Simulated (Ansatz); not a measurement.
# NH₃O (triplet): one geometry, many settings at distance O1–H3 along a hydrogen transfer = 1.282 Å

What do other methods and options give for NH₃O (triplet) at this geometry, and how long do they take?

Program: Ansatz 0.2.0, Gaussian basis. Level of theory: the settings change from run to run. These are calculated values, not measurements.

10 further runs of the same task are left out: 9 that didn't finish, 1 set aside as unsound or not needed.

### 1 The system

The geometry derives from fragments relaxed apart (PBE0/def2-TZVP) and kept rigid, so it is no stationary point. A hydrogen atom is moved between rigid fragments.

5 atoms, charge 0, spin multiplicity 3.

Atoms are counted from 1 here; the program's logs count them from 0.

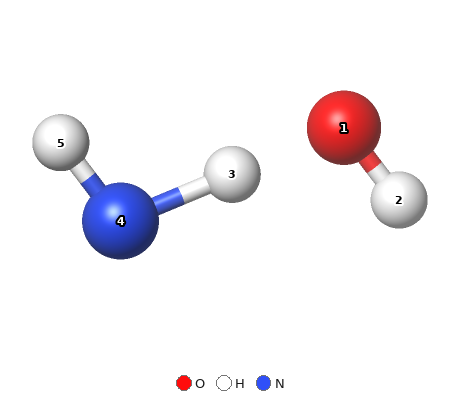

The structure; oxygen red, hydrogen white, nitrogen blue; atoms are numbered from 1 in the order of the file.

### 2 NEVPT2(8,5)/cc-pVDZ

in.yaml

```yaml
crystal:
  periodic: [false, false, false]
  atoms:
    - {symbol: O, position_ang: [-1.204806, 0.002370, 0.000000]}
    - {symbol: H, position_ang: [-1.454115, 0.928945, 0.000000]}
    - {symbol: H, position_ang: [0.077194, 0.002370, 0.000000]}
    - {symbol: N, position_ang: [1.358194, 0.002370, 0.000000]}
    - {symbol: H, position_ang: [1.627276, -1.001857, 0.000000]}
basis:
  gaussian: {orbitals: cc-pVDZ}
magnetization: {spin_polarized: false, initial_magnetization: 2}
correlation: {method: sc_nevpt2, electrons: valence, active_space: {window: {electrons: 8, orbitals: 5}, states: [{multiplicity: 3, weights: [1, 1]}]}}
```

On the command line:

```console
$ ansatz run in.yaml --threads 1 --pin off --events-out ev --progress --plain --max-ram 2393MiB
```

Output (excerpt; [...] marks lines left out):

```text
Functional definition: HF
  name "HF"
  cite "Fock, Z. Phys. 61, 126 (1930) doi:10.1007/BF01340294"
  parent pbe
[...]
752 factors; integrals over basis functions are off by at most 1.8e-7 eV
[...]
mean field -3562.14230481 eV, -130.9063151950 hartree, gradient 2.7e-6 eV, S^2 2.000000; 5 other end points of the search recorded, 0 dependent functions left out
reference -3562.14230481 eV, -130.9063151950 hartree; 10, 8 occupied and 33, 35 virtual orbitals, 752 factors
state -3561.79822144 eV, -130.8936703643 hartree
state -3561.47550246 eV, -130.8818106607 hartree
state -3561.79822144 eV, -130.8936703643 hartree; corrected -3570.67221474 eV, -131.2197836030 hartree
state -3561.47550246 eV, -130.8818106607 hartree; corrected -3569.66267873 eV, -131.1826838391 hartree
state -3562.08737350 eV, -130.9042965066 hartree
state -3558.88318670 eV, -130.7865448135 hartree
state -3562.08737350 eV, -130.9042965066 hartree; corrected -3571.14412323 eV, -131.2371259201 hartree
state -3558.88318670 eV, -130.7865448135 hartree; corrected -3568.16814793 eV, -131.1277608452 hartree
state -3561.79822144 eV, -130.8936703643 hartree; corrected -3570.67221474 eV, -131.2197836030 hartree
state -3561.47550246 eV, -130.8818106607 hartree; corrected -3569.66267873 eV, -131.1826838391 hartree
[...]
WARN: 1 active orbitals are nearly empty or full. The corrections depend on them more than the energy does, and are more stable in an active space without them
Total energy: -3570.16744673 eV, -131.2012337210 hartree
```

Wall time 3 s (1 thread of Arm Neoverse V2, shared host).

From the report: 12 determinants; active occupations (of the averaged states) 2.00, 2.00, 1.50, 1.50, 1.00. The report marks this result as in doubt.

### 3 MP2 on UHF/cc-pVDZ

in.yaml: that of step 2 with these lines changed.

```diff
@@ -10,3 +10,3 @@
   gaussian: {orbitals: cc-pVDZ}
-magnetization: {spin_polarized: false, initial_magnetization: 2}
-correlation: {method: sc_nevpt2, electrons: valence, active_space: {window: {electrons: 8, orbitals: 5}, states: [{multiplicity: 3, weights: [1, 1]}]}}
+magnetization: {spin_polarized: true, initial_magnetization: 2}
+correlation: {method: mp2, electrons: outside_noble_gas}
```

Same command.

Output (excerpt; [...] marks lines left out):

```text
Functional definition: HF
  name "HF"
  cite "Fock, Z. Phys. 61, 126 (1930) doi:10.1007/BF01340294"
  parent pbe
[...]
397 factors; integrals over basis functions are off by at most 1.5e-3 eV
[...]
mean field -3562.68698807 eV, -130.9263319358 hartree, gradient 7.2e-6 eV, S^2 2.087393; 7 other end points of the search recorded, 0 dependent functions left out
2 core orbitals not correlated: weight in the atoms' cores, before any rotation towards them, 1.000 or more for the frozen orbitals, at most 0.000 for the correlated occupied ones
reference -3562.68698807 eV, -130.9263319358 hartree; 8, 6 occupied and 33, 35 virtual orbitals, 397 factors
second order -8.69145222 eV of doubles, -0.00000000 eV of singles
Total energy: -3571.37844029 eV, -131.2457369135 hartree
```

Wall time 0.63 s (1 thread of Arm Neoverse V2, shared host).

From the report: ⟨S²⟩ of the determinant 2.087 (pure triplet: 2.00).

### 4 CCSDT(Q) on UHF/STO-3G

in.yaml: that of step 3 with these lines changed.

```diff
@@ -9,4 +9,7 @@
 basis:
-  gaussian: {orbitals: cc-pVDZ}
+  gaussian: {orbitals: STO-3G}
 magnetization: {spin_polarized: true, initial_magnetization: 2}
-correlation: {method: mp2, electrons: outside_noble_gas}
+correlation: {method: ccsdt_q, electrons: outside_noble_gas}
+accuracy: high
+scf: {lower_state_search: off}
+output: {forces: true}
```

Same command.

Output (excerpt; [...] marks lines left out):

```text
Functional definition: HF
  name "HF"
  cite "Fock, Z. Phys. 61, 126 (1930) doi:10.1007/BF01340294"
  parent pbe
[...]
200 factors; integrals over basis functions are off by at most 4.0e-8 eV
[...]
mean field -3515.03472344 eV, -129.1751435103 hartree, gradient 2.0e-8 eV, S^2 2.098946; 0 other end points of the search recorded, 0 dependent functions left out
2 core orbitals not correlated: weight in the atoms' cores, before any rotation towards them, 1.000 or more for the frozen orbitals, at most 0.000 for the correlated occupied ones
reference -3515.03472344 eV, -129.1751435103 hartree; 8, 6 occupied and 3, 5 virtual orbitals, 200 factors
second order -1.52510218 eV of doubles, -0.00000000 eV of singles
cycle   1  -1.98767048 eV  change   -4.6e-1 eV  update   6.2e-2
[...]
cycle  36  -2.44080589 eV  change  -8.1e-10 eV  update  7.1e-10
perturbative correction -0.00157749 eV, -0.0000579716 hartree
[...]
Total energy: -3517.47710682 eV, -129.2648994438 hartree
Atom 0 at    -1.204806     0.002370     0.000000 Å, force     1.963461    -5.187884     0.000000 eV/Å
Atom 1 at    -1.454115     0.928945     0.000000 Å, force    -0.595150     4.696584    -0.000000 eV/Å
Atom 2 at     0.077194     0.002370     0.000000 Å, force    -1.008460     0.028413     0.000000 eV/Å
Atom 3 at     1.358194     0.002370     0.000000 Å, force    -0.552292     3.423362    -0.000000 eV/Å
Atom 4 at     1.627276    -1.001857     0.000000 Å, force     0.192441    -2.960475    -0.000000 eV/Å
Dipole moment:    -0.004704    -0.021604    -0.000000 e Å
Checks for a lower state left out: starts, cluster_reference, orbital_swaps, neighbouring_geometries, increment
```

Run time: 6.5 s. Hardware: 1 thread of Arm Neoverse V2, shared host.

From the report: ⟨S²⟩ of the determinant 2.099 (pure triplet: 2.00); correlation -2.4424 eV; T1 0.020; largest double amplitude 0.09.

### 5 NEVPT2(10,7)/6-31G*

in.yaml: that of step 4 with these lines changed.

```diff
@@ -9,6 +9,5 @@
 basis:
-  gaussian: {orbitals: STO-3G}
-magnetization: {spin_polarized: true, initial_magnetization: 2}
-correlation: {method: ccsdt_q, electrons: outside_noble_gas}
-accuracy: high
+  gaussian: {orbitals: "6-31G*"}
+magnetization: {spin_polarized: false, initial_magnetization: 2}
+correlation: {method: sc_nevpt2, electrons: outside_noble_gas, active_space: {window: {electrons: 10, orbitals: 7}, states: [{multiplicity: 3, weights: [0.5, 1]}]}}
 scf: {lower_state_search: off}
```

Same command.

Output (excerpt; [...] marks lines left out):

```text
Functional definition: HF
  name "HF"
  cite "Fock, Z. Phys. 61, 126 (1930) doi:10.1007/BF01340294"
  parent pbe
[...]
610 factors; integrals over basis functions are off by at most 2.0e-7 eV
[...]
mean field -3561.47396698 eV, -130.8817542329 hartree, gradient 2.6e-6 eV, S^2 2.000000; 0 other end points of the search recorded, 0 dependent functions left out
reference -3561.47396698 eV, -130.8817542329 hartree; 10, 8 occupied and 26, 28 virtual orbitals, 610 factors
state -3562.48659907 eV, -130.9189677758 hartree
state -3561.46708316 eV, -130.8815012571 hartree
state -3562.48659907 eV, -130.9189677758 hartree; corrected -3569.89409765 eV, -131.1911883275 hartree
state -3561.46708316 eV, -130.8815012571 hartree; corrected -3568.54355541 eV, -131.1415568156 hartree
[...]
Total energy: -3568.99373616 eV, -131.1581006529 hartree
Atom 0 at    -1.204806     0.002370     0.000000 Å, force    -1.699831    -1.167911    -0.000000 eV/Å
Atom 1 at    -1.454115     0.928945     0.000000 Å, force     0.044802     1.007345     0.000000 eV/Å
Atom 2 at     0.077194     0.002370     0.000000 Å, force     3.592856    -0.163822     0.000000 eV/Å
Atom 3 at     1.358194     0.002370     0.000000 Å, force    -1.558082     0.128842    -0.000000 eV/Å
Atom 4 at     1.627276    -1.001857     0.000000 Å, force    -0.379745     0.195545    -0.000000 eV/Å
Dipole moment:    -0.521156     0.056846    -0.000000 e Å
Checks for a lower state left out: stability, starts, cluster_reference, orbital_swaps, neighbouring_geometries, increment
```

Wall time 1.1 s (1 thread of Arm Neoverse V2, shared host).

From the report: 220 determinants; active occupations (of the averaged states) 2.00, 2.00, 1.97, 1.65, 1.33, 1.00, 0.05.

### 6 CCSD(T) on ROHF/cc-pVDZ

in.yaml: that of step 5 with these lines changed.

```diff
@@ -9,6 +9,6 @@
 basis:
-  gaussian: {orbitals: "6-31G*"}
+  gaussian: {orbitals: cc-pVDZ}
 magnetization: {spin_polarized: false, initial_magnetization: 2}
-correlation: {method: sc_nevpt2, electrons: outside_noble_gas, active_space: {window: {electrons: 10, orbitals: 7}, states: [{multiplicity: 3, weights: [0.5, 1]}]}}
-scf: {lower_state_search: off}
+correlation: {method: ccsd_t, electrons: outside_noble_gas}
+accuracy: high
 output: {forces: true}
```

The command is unchanged.

Output (excerpt; [...] marks lines left out):

```text
Functional definition: HF
  name "HF"
  cite "Fock, Z. Phys. 61, 126 (1930) doi:10.1007/BF01340294"
  parent pbe
[...]
866 factors; integrals over basis functions are off by at most 3.5e-9 eV
[...]
mean field -3562.14230488 eV, -130.9063151977 hartree, gradient 2.4e-8 eV, S^2 2.000000; 6 other end points of the search recorded, 0 dependent functions left out
[...]
determinant -3562.14230488 eV, -130.9063151977 hartree, with singles and doubles -3572.27219528 eV, -131.2785818033 hartree
determinant -3561.54750555 eV, -130.8844567255 hartree, with singles and doubles -3570.94371839 eV, -131.2297611784 hartree
determinant -3559.41677524 eV, -130.8061538307 hartree, with singles and doubles -3569.23761781 eV, -131.1670631382 hartree
2 core orbitals not correlated: weight in the atoms' cores, before any rotation towards them, 1.000 or more for the frozen orbitals, at most 0.000 for the correlated occupied ones
reference -3562.14230488 eV, -130.9063151977 hartree; 8, 6 occupied and 33, 35 virtual orbitals, 866 factors
second order -9.12152293 eV of doubles, -0.18454830 eV of singles
cycle   1  -10.13220413 eV  change   -2.3e-3 eV  update   6.7e-3
[...]
cycle  26  -10.14571985 eV  change  -4.8e-10 eV  update  3.5e-10
perturbative correction -0.22494176 eV, -0.0082664573 hartree
[...]
Total energy: -3572.51296650 eV, -131.2874299826 hartree
Atom 0 at    -1.204806     0.002370     0.000000 Å, force     2.186635    -1.381726     0.000000 eV/Å
Atom 1 at    -1.454115     0.928945     0.000000 Å, force     0.331374     0.869418    -0.000000 eV/Å
Atom 2 at     0.077194     0.002370     0.000000 Å, force    -2.280854     0.409246     0.000000 eV/Å
Atom 3 at     1.358194     0.002370     0.000000 Å, force    -0.087514     0.529442    -0.000000 eV/Å
Atom 4 at     1.627276    -1.001857     0.000000 Å, force    -0.149641    -0.426380     0.000000 eV/Å
Dipole moment:     0.263402     0.005652     0.000000 e Å
```

Wall time 14 s (1 thread of Arm Neoverse V2, shared host).

From the report: correlation -10.3707 eV; T1 0.051; largest double amplitude 0.06.

### 7 MP2 on ROHF/STO-3G

in.yaml: that of step 6 with these lines changed.

```diff
@@ -9,6 +9,6 @@
 basis:
-  gaussian: {orbitals: cc-pVDZ}
+  gaussian: {orbitals: STO-3G}
 magnetization: {spin_polarized: false, initial_magnetization: 2}
-correlation: {method: ccsd_t, electrons: outside_noble_gas}
-accuracy: high
+correlation: {method: mp2, electrons: outside_noble_gas}
+scf: {lower_state_search: full}
 output: {forces: true}
```

Same command.

Output (excerpt; [...] marks lines left out):

```text
Functional definition: HF
  name "HF"
  cite "Fock, Z. Phys. 61, 126 (1930) doi:10.1007/BF01340294"
  parent pbe
[...]
166 factors; integrals over basis functions are off by at most 2.8e-5 eV
[...]
mean field -3514.37264437 eV, -129.1508125534 hartree, gradient 1.9e-6 eV, S^2 2.000000; 16 other end points of the search recorded, 0 dependent functions left out
[...]
2 core orbitals not correlated: weight in the atoms' cores, before any rotation towards them, 1.000 or more for the frozen orbitals, at most 0.000 for the correlated occupied ones
reference -3514.37264437 eV, -129.1508125534 hartree; 8, 6 occupied and 3, 5 virtual orbitals, 166 factors
second order -1.78796229 eV of doubles, -0.21435925 eV of singles
[...]
Total energy: -3516.37496591 eV, -129.2243965128 hartree
Atom 0 at    -1.204806     0.002370     0.000000 Å, force     2.812602    -4.632874    -0.000000 eV/Å
Atom 1 at    -1.454115     0.928945     0.000000 Å, force    -0.345094     4.091835     0.000000 eV/Å
Atom 2 at     0.077194     0.002370     0.000000 Å, force    -1.019132    -0.113225     0.000000 eV/Å
Atom 3 at     1.358194     0.002370     0.000000 Å, force    -1.287220     3.142394    -0.000000 eV/Å
Atom 4 at     1.627276    -1.001857     0.000000 Å, force    -0.161156    -2.488131     0.000000 eV/Å
Dipole moment:    -0.017369    -0.023935     0.000000 e Å
```

Run time: 0.27 s. Hardware: 1 thread of Arm Neoverse V2, shared host.

### 8 MP2 on ROHF/cc-pVDZ

in.yaml: that of step 7 with these lines changed.

```diff
@@ -9,5 +9,6 @@
 basis:
-  gaussian: {orbitals: STO-3G}
+  gaussian: {orbitals: cc-pVDZ}
 magnetization: {spin_polarized: false, initial_magnetization: 2}
-correlation: {method: mp2, electrons: outside_noble_gas}
+correlation: {method: mp2, electrons: all}
+accuracy: high
 scf: {lower_state_search: full}
```

The command is unchanged.

Output (excerpt; [...] marks lines left out):

```text
Functional definition: HF
  name "HF"
  cite "Fock, Z. Phys. 61, 126 (1930) doi:10.1007/BF01340294"
  parent pbe
[...]
866 factors; integrals over basis functions are off by at most 3.5e-9 eV
[...]
mean field -3562.14230488 eV, -130.9063151977 hartree, gradient 2.4e-8 eV, S^2 2.000000; 10 other end points of the search recorded, 0 dependent functions left out
[...]
reference -3562.14230488 eV, -130.9063151977 hartree; 10, 8 occupied and 33, 35 virtual orbitals, 866 factors
second order -9.23624454 eV of doubles, -0.18585966 eV of singles
[...]
Total energy: -3571.56440909 eV, -131.2525711408 hartree
Atom 0 at    -1.204806     0.002370     0.000000 Å, force     2.562961    -1.481035     0.000000 eV/Å
Atom 1 at    -1.454115     0.928945     0.000000 Å, force     0.522539     0.828380    -0.000000 eV/Å
Atom 2 at     0.077194     0.002370     0.000000 Å, force    -2.489462     0.434005    -0.000000 eV/Å
Atom 3 at     1.358194     0.002370     0.000000 Å, force    -0.217603     0.389845     0.000000 eV/Å
Atom 4 at     1.627276    -1.001857     0.000000 Å, force    -0.378435    -0.171194    -0.000000 eV/Å
Dipole moment:     0.254568    -0.005653    -0.000000 e Å
```

Wall time 2.3 s (1 thread of Arm Neoverse V2, shared host).

### 9 The runs in one table

Where basis and cores are those of an earlier UCCSDT(Q)/cc-pVDZ run (-3572.5689 eV), and the state is the same kind, the miss against it is given. † marks a result that the program doubts.

| level | correlated | functions | energy (eV) | from UCCSDT(Q) (meV) | time |
| --- | --- | --- | --- | --- | --- |
| NEVPT2(8,5)/cc-pVDZ (mean of several states) † | valence | 43 | -3570.1674 |  | 3 s |
| MP2 on UHF/cc-pVDZ | outside noble gas | 43 | -3571.3784 | 1190.5 | 0.63 s |
| CCSDT(Q) on UHF/STO-3G | outside noble gas | 13 | -3517.4771 |  | 6.5 s |
| NEVPT2(10,7)/6-31G* (mean of several states) | outside noble gas | 36 | -3568.9937 |  | 1.1 s |
| CCSD(T) on ROHF/cc-pVDZ | outside noble gas | 43 | -3572.5130 | 56.0 | 14 s |
| MP2 on ROHF/STO-3G | outside noble gas | 13 | -3516.3750 |  | 0.27 s |
| MP2 on ROHF/cc-pVDZ | all | 43 | -3571.5644 |  | 2.3 s |

### 10 Summary of results

```
quantity                          value
    runs                              7
quickest     MP2 on ROHF/STO-3G, 0.27 s
 slowest  CCSD(T) on ROHF/cc-pVDZ, 14 s
```

What this shows: Total energies in different bases, with other cores or another treatment of relativity can't be set against each other. CCSD(T) on ROHF/cc-pVDZ took 52 times as long as MP2 on ROHF/STO-3G; the jobs differ in more than the method. Among the correlated runs with a miss given, it spans +56 to +1191 meV.
